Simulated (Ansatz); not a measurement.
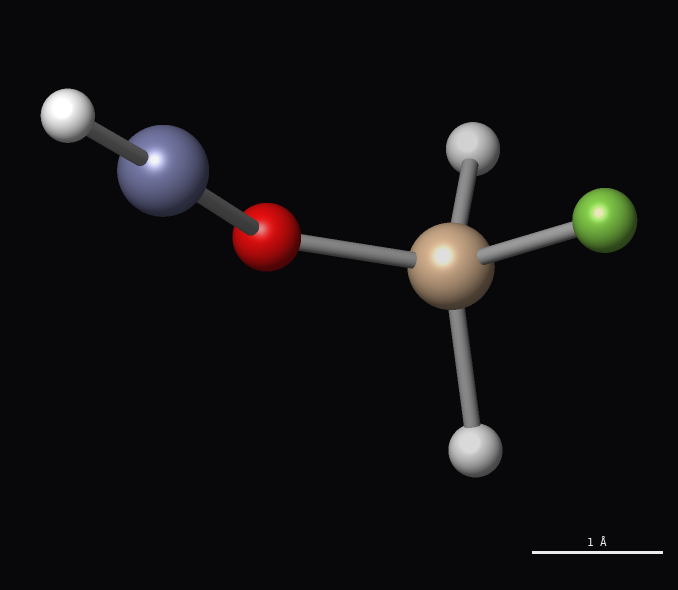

A ball-and-stick model of a molecule. Colours: fluorine green, silicon light orange, oxygen red, zinc blue, hydrogen white.

> Which formula does it have?

FH₃OSiZn, 7 atoms: 1 fluorine, 3 hydrogen, 1 oxygen, 1 silicon and 1 zinc.

> How many atoms are distinct by symmetry?

6: 1 F, 1 Si, 1 O, 1 Zn, 2 H, 1 H.

More results for the same structure follow; atom numbers are the same in all pictures, views and colours differ. The computed structure is the end point of a PBE0-D4/def2-TZVP optimisation.

**Vibrations**

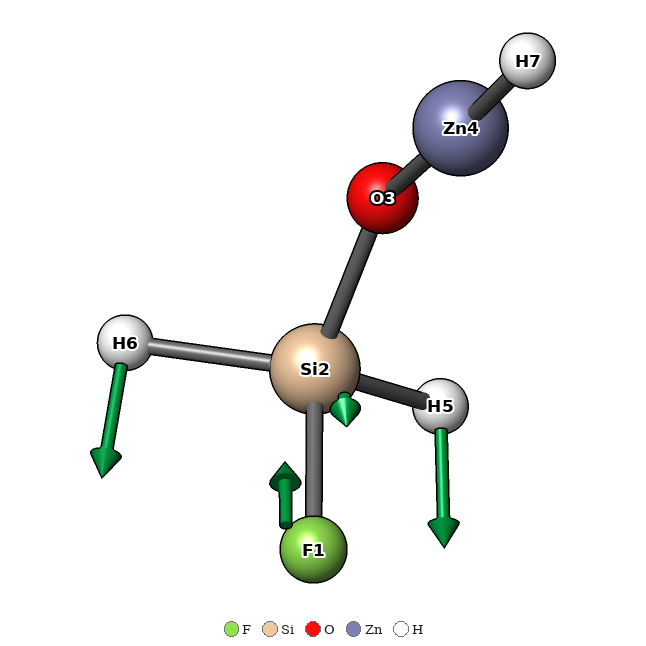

The arrows show one normal mode. Harmonic vibrations computed with RKS PBE0-D4/def2-TZVP (Ansatz 0.2.0) at a stationary point of the same level.

> Estimate its harmonic wavenumber.

852 cm⁻¹; it is mode 9 of 15 counted from the lowest.

**Levels of theory compared**

Program: Ansatz 0.2.0.

At this fixed geometry, give dipole (D), HOMO–LUMO gap (eV), HOMO energy (eV) at these levels: B3LYP-D4/def2-TZVPP; PBE-D4/def2-TZVPP; r2SCAN-D4/def2-TZVPP; ωB97M-V/def2-TZVPP.

| level | dipole (D) | HOMO–LUMO gap (eV) | HOMO energy (eV) |
| --- | --- | --- | --- |
| B3LYP-D4/def2-TZVPP | 2.01 | 7.42 | −8.21 |
| PBE-D4/def2-TZVPP | 1.97 | 5.63 | −6.99 |
| r2SCAN-D4/def2-TZVPP | 2.00 | 6.33 | −7.32 |
| ωB97M-V/def2-TZVPP | 2.01 | 11.54 | −10.71 |

**Charges**

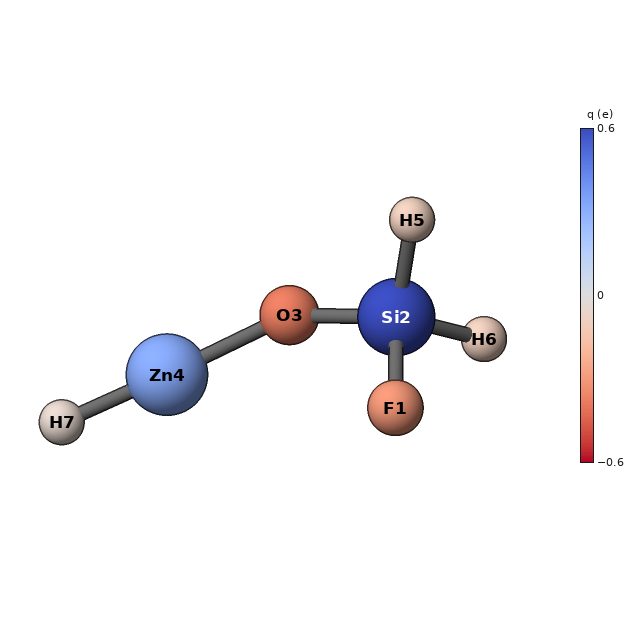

Atoms are coloured by their Mulliken charges. Level of theory: RKS PBE-D4/def2-TZVPP (Ansatz 0.2.0).

> Which atom carries the highest charge (most positive or least negative)?

Si2 (0.59 e).

> And the lowest?

O3 (−0.37 e).

List the Mulliken charges.

| atom | value (e) |
| --- | --- |
| F1 | −0.30 |
| Si2 | 0.59 |
| O3 | −0.37 |
| Zn4 | 0.31 |
| H5 | −0.10 |
| H6 | −0.10 |
| H7 | −0.04 |

Mulliken values depend strongly on the basis set and can even reverse the polarity of a bond.
